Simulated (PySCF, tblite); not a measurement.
# C6H9N2O+: a rotation path, then NMR shifts on frames, part 2 of 2

tblite 0.8.0 and PySCF 2.14.0. Atoms count from 0. The steps go on from the part before.

## (6) Shielding tensors: image 6, PBE0/pcSseg-1

Job settings and geometry (Å):

```
{"job": {"kind": "nmr", "xc": "PBE0", "basis": "pcSseg-1", "pop": false}, "charge": 1, "multiplicity": 1}
C     -2.616300     0.260200     0.428700
C     -1.640000     0.469600    -0.742000
C     -0.654700    -0.639700    -0.764500
O     -0.810400    -1.761700    -1.111700
N      0.688800    -0.302300    -0.232200
C      1.156700     0.865400     0.310400
C      2.448300     0.653800     0.674400
N      2.745900    -0.637700     0.348200
C      1.679800    -1.199000    -0.198000
H     -3.172500    -0.663200     0.297400
H     -2.091600     0.224200     1.380200
H     -3.320000     1.086900     0.451400
H     -1.167400     1.444900    -0.664800
H     -2.209900     0.427100    -1.672000
H      0.566500     1.752500     0.413800
H      3.153100     1.321500     1.128000
H      3.637100    -1.091300     0.510900
H      1.597700    -2.204800    -0.570000
```

Level: GIAO PBE0/pcSseg-1 NMR shielding, non-relativistic, gas phase.

The log of the run:

```text
coarse grid: 15312 points
cycle   1  E = -417.8000533225  dE =  2.102e+00  |g| = 8.725e-01  |ddm| = 3.821e+00
cycle   2  E = -417.2166491183  dE =  5.834e-01  |g| = 1.957e+00  |ddm| = 2.154e+00
cycle   3  E = -417.9561283020  dE = -7.395e-01  |g| = 1.633e-01  |ddm| = 1.564e+00
cycle   4  E = -417.9597257841  dE = -3.597e-03  |g| = 1.160e-01  |ddm| = 2.144e-01
cycle   5  E = -417.9627217002  dE = -2.996e-03  |g| = 2.573e-02  |ddm| = 9.336e-02
cycle   6  E = -417.9628632064  dE = -1.415e-04  |g| = 7.095e-03  |ddm| = 2.214e-02
cycle   7  E = -417.9628736595  dE = -1.045e-05  |g| = 2.550e-03  |ddm| = 6.417e-03
cycle   8  E = -417.9628749640  dE = -1.304e-06  |g| = 7.861e-04  |ddm| = 2.326e-03
final grid: 148792 points
cycle   9  E = -418.0233081918  dE = -2.980e-05  |g| = 1.322e-02  |ddm| = 2.987e-02
cycle  10  E = -418.0232263381  dE =  8.185e-05  |g| = 2.479e-02  |ddm| = 2.415e-02
cycle  11  E = -418.0233425370  dE = -1.162e-04  |g| = 3.017e-03  |ddm| = 1.670e-02
cycle  12  E = -418.0233443475  dE = -1.810e-06  |g| = 4.714e-04  |ddm| = 2.107e-03
cycle  13  E = -418.0233443871  dE = -3.957e-08  |g| = 2.372e-04  |ddm| = 5.159e-04
cycle  14  E = -418.0233443993  dE = -1.228e-08  |g| = 5.098e-05  |ddm| = 1.918e-04
cycle  15  E = -418.0233443999  dE = -5.560e-10  |g| = 1.540e-05  |ddm| = 4.466e-05
converged SCF energy = -418.0233443999

GIAO shielding tensors (ppm)
atom      isotropic    diamagn.    paramagn.     s11        s22        s33       span
  0 C      171.803     245.356     -73.552    159.075    169.518    186.818     27.743
  1 C      156.790     253.330     -96.539    137.596    155.485    177.290     39.695
  2 C       13.050     249.777    -236.728   -124.608     65.120     98.637    223.244
  3 O     -192.812     399.967    -592.780   -544.096   -348.486    314.145    858.241
  4 N       15.689     336.873    -321.184    -75.155    -15.256    137.479    212.635
  5 C       59.941     252.028    -192.087    -20.029     57.056    142.797    162.826
  6 C       58.422     257.059    -198.637    -18.598     54.489    139.374    157.972
  7 N       72.792     333.279    -260.488    -42.576     67.757    193.195    235.771
  8 C       47.377     251.010    -203.633     -3.846     10.442    135.534    139.380
  9 H       29.615      27.366       2.249     24.938     27.705     36.202     11.264
 10 H       30.294      29.830       0.463     25.586     29.865     35.429      9.843
 11 H       29.660      26.488       3.173     25.384     26.359     37.238     11.854
 12 H       28.687      33.024      -4.338     24.108     29.066     32.886      8.778
 13 H       28.261      28.107       0.153     24.604     26.085     34.093      9.489
 14 H       23.728      31.628      -7.900     19.638     24.200     27.346      7.708
 15 H       23.969      29.238      -5.269     20.276     24.998     26.634      6.358
 16 H       21.741      27.611      -5.870     16.089     21.876     27.257     11.168
 17 H       22.741      30.116      -7.375     17.697     25.056     25.470      7.773
```

It took 46 s on 1 thread of Arm Neoverse N1, shared host; peak memory 0.92 GiB.

This run: δ C2 173.9, C8 139.5, C6 128.5, C5 127.0, H16 9.98, H17 8.98 ppm.

## (7) Shielding tensors: image 8, PBE0/pcSseg-1

Job settings and geometry (Å):

```
{"job": {"kind": "nmr", "xc": "PBE0", "basis": "pcSseg-1", "pop": false}, "charge": 1, "multiplicity": 1}
C     -2.339900     0.341800     0.529400
C     -1.690600     0.420400    -0.862300
C     -0.644500    -0.624500    -0.987400
O     -0.706300    -1.679500    -1.522900
N      0.627300    -0.313100    -0.295700
C      1.026600     0.830200     0.345200
C      2.285000     0.612900     0.811300
N      2.629100    -0.657000     0.446200
C      1.623500    -1.200200    -0.219400
H     -2.748000    -0.650700     0.700200
H     -1.633900     0.571100     1.323800
H     -3.156900     1.055200     0.578000
H     -1.281900     1.415500    -1.037800
H     -2.450200     0.214500    -1.618100
H      0.416400     1.705900     0.426700
H      2.939900     1.258600     1.361400
H      3.512900    -1.107000     0.652000
H      1.582900    -2.188200    -0.642200
```

Method: GIAO PBE0/pcSseg-1 NMR shielding, non-relativistic, gas phase.

The log of the run:

```text
coarse grid: 15312 points
cycle   1  E = -417.8023052626  dE =  2.102e+00  |g| = 8.690e-01  |ddm| = 3.824e+00
cycle   2  E = -417.2343609760  dE =  5.679e-01  |g| = 1.936e+00  |ddm| = 2.137e+00
cycle   3  E = -417.9570297533  dE = -7.227e-01  |g| = 1.629e-01  |ddm| = 1.552e+00
cycle   4  E = -417.9606307859  dE = -3.601e-03  |g| = 1.153e-01  |ddm| = 2.128e-01
cycle   5  E = -417.9635830591  dE = -2.952e-03  |g| = 2.606e-02  |ddm| = 9.291e-02
cycle   6  E = -417.9637285426  dE = -1.455e-04  |g| = 7.000e-03  |ddm| = 2.219e-02
cycle   7  E = -417.9637386608  dE = -1.012e-05  |g| = 2.534e-03  |ddm| = 6.266e-03
cycle   8  E = -417.9637399579  dE = -1.297e-06  |g| = 7.817e-04  |ddm| = 2.350e-03
final grid: 148792 points
cycle   9  E = -418.0241545420  dE = -3.909e-05  |g| = 1.355e-02  |ddm| = 3.950e-02
cycle  10  E = -418.0240696623  dE =  8.488e-05  |g| = 2.528e-02  |ddm| = 2.469e-02
cycle  11  E = -418.0241908399  dE = -1.212e-04  |g| = 3.129e-03  |ddm| = 1.714e-02
cycle  12  E = -418.0241927763  dE = -1.936e-06  |g| = 5.156e-04  |ddm| = 2.202e-03
cycle  13  E = -418.0241928223  dE = -4.601e-08  |g| = 2.656e-04  |ddm| = 5.527e-04
cycle  14  E = -418.0241928377  dE = -1.545e-08  |g| = 5.592e-05  |ddm| = 2.218e-04
cycle  15  E = -418.0241928384  dE = -6.696e-10  |g| = 1.671e-05  |ddm| = 5.138e-05
converged SCF energy = -418.0241928384

GIAO shielding tensors (ppm)
atom      isotropic    diamagn.    paramagn.     s11        s22        s33       span
  0 C      172.231     248.014     -75.784    162.746    167.062    186.885     24.139
  1 C      155.076     253.355     -98.278    136.900    150.403    177.925     41.025
  2 C       13.583     248.885    -235.302   -123.487     65.550     98.685    222.172
  3 O     -196.675     399.140    -595.815   -551.023   -339.933    300.930    851.953
  4 N       18.654     337.260    -318.606    -70.488    -14.679    141.129    211.617
  5 C       59.632     252.264    -192.632    -19.532     55.427    143.000    162.533
  6 C       58.356     256.740    -198.384    -18.378     54.351    139.094    157.472
  7 N       73.819     333.015    -259.196    -41.057     68.220    194.294    235.351
  8 C       47.220     250.889    -203.670     -3.544     10.115    135.088    138.632
  9 H       29.876      28.614       1.263     25.547     27.731     36.351     10.804
 10 H       30.401      31.190      -0.789     25.168     31.050     34.985      9.817
 11 H       29.504      27.019       2.485     25.351     25.963     37.198     11.847
 12 H       28.588      31.517      -2.929     25.236     27.949     32.579      7.344
 13 H       28.183      27.916       0.267     23.921     26.491     34.136     10.215
 14 H       23.798      31.683      -7.885     19.901     24.114     27.378      7.477
 15 H       23.969      29.294      -5.325     20.261     25.004     26.643      6.382
 16 H       21.789      27.699      -5.910     16.143     21.858     27.366     11.223
 17 H       22.757      30.020      -7.263     17.735     25.025     25.510      7.775
```

Wall time 47 s (1 thread of Arm Neoverse N1, shared host); peak memory 0.92 GiB.

Key values: δ C2 173.3, C8 139.7, C6 128.6, C5 127.3, H16 9.93, H17 8.96 ppm.

## (8) Comparing the runs: NMR shifts

Shifts (ppm) of some atoms, chosen among heavy atoms and hydrogens apart, with basis size and wall time:

```tsv
frame	C1	C0	H10	H11	O3	N4	N7	functions	time
image 0	31.7	9.3	1.92	1.75	532.1	253.2	193.3	198	60 s
image 2	30.6	10.6	1.55	1.78	528.1	253.8	194.1	198	44 s
image 4	29.1	13.6	1.46	1.89	526.1	254.0	195.0	198	44 s
image 6	30.1	15.1	1.42	2.06	528.9	252.0	194.9	198	46 s
image 8	31.8	14.7	1.32	2.21	532.8	249.1	193.9	198	47 s
```

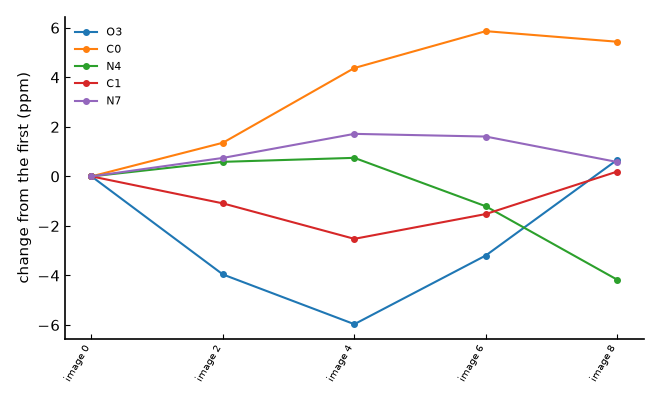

How five of the tabulated atoms move from run to run.

## (9) Outcome

What follows sums up all 2 parts.

| quantity | value |
| --- | --- |
| barrier | 0.087 eV (2.0 kcal/mol) at image 4 |
| end to end (GFN2-xTB) | 0.028 eV |
| 13C shifts against TMS (PBE0/pcSseg-1, image 0) | 173.4, 139.2, 128.5, 126.5, 31.7, 9.3 ppm |
| 1H shifts against TMS (PBE0/pcSseg-1, image 0) | 9.91, 8.99, 7.92, 7.73, 3.22, 3.22, 1.93, 1.92, 1.75 ppm |
| 17O shifts against H2O (PBE0/pcSseg-1, image 0) | 532.1 ppm |
| 15N shifts against NH3 (PBE0/pcSseg-1, image 0) | 253.2, 193.3 ppm |
| range of the shift of O3 | 526.1 to 532.8 ppm |

**Reading.** Along the band the dihedral turns by 103°, and the top (dihedral -129°) lies 2.0 kcal/mol above the start (GFN2-xTB, rough), so at room temperature this motion is fast. Ends this close can change order at a higher level. The top was not checked by a frequency run. Shifts at one fixed geometry are not the observed spectrum, which averages over the motion. In the first frame run (image 0): The largest span, 901 ppm, is at O3, where the paramagnetic term is -596 ppm. NICS(1)zz of -27 ppm above the planar ring from N4 marks a diatropic (aromatic) ring current. At PBE0/pcSseg-1, counted by nearest atom on the grid, the HOMO lies on C5, C6 about 30 % each; C8 20 %, the LUMO on C8 25 %; C2 19 %. In ppm, O3 moves most: its shift spreads over 6.6 ppm, from 526.1 (image 4) to 532.8 (image 8).
